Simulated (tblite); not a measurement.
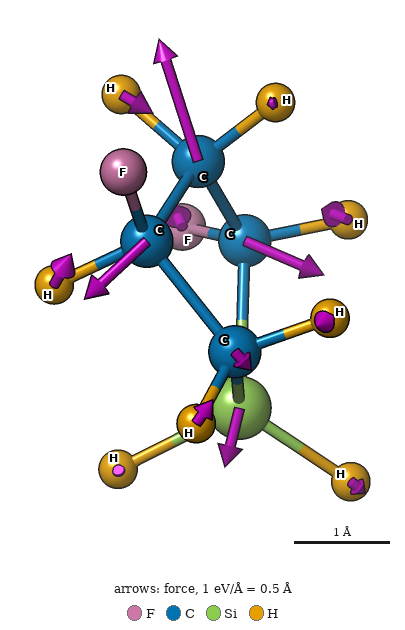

Starting geometry of C4H8F2Si with the computed forces as purple arrows. The picture is a ball-and-stick view, seen from a free direction.

The calculation used tblite 0.8.0, GFN2-xTB geometry optimisation, gas phase. 

### Is this structure relaxed? If not, where do the atoms go?

It isn't relaxed: the largest force vector, on a C atom, is 2.73 eV/Å. The final displacements have little in common with the starting forces (cosine between the two patterns 0.10). Over 72 geometry steps the energy falls by 0.546 eV. The largest moves after the best rigid fit, 0.81 Å, are those of F and H atoms. By element the largest moves are H 0.81 Å, F 0.81 Å, C 0.25 Å, Si 0.25 Å. Among the contacts that change: C–Si 1.883 → 1.930 Å, C–C 1.486 → 1.527 Å, C–F 1.354 → 1.394 Å, C–H 1.133 → 1.096 Å. Among the angles between lasting bonds that change: Si–C–H 104.2° → 117.3°, C–C–Si 96.5° → 104.8°, H–C–H 114.3° → 106.9°. Groups turn about C–Si by about 40°, C–C by about 35°, C–Si by about 25°.
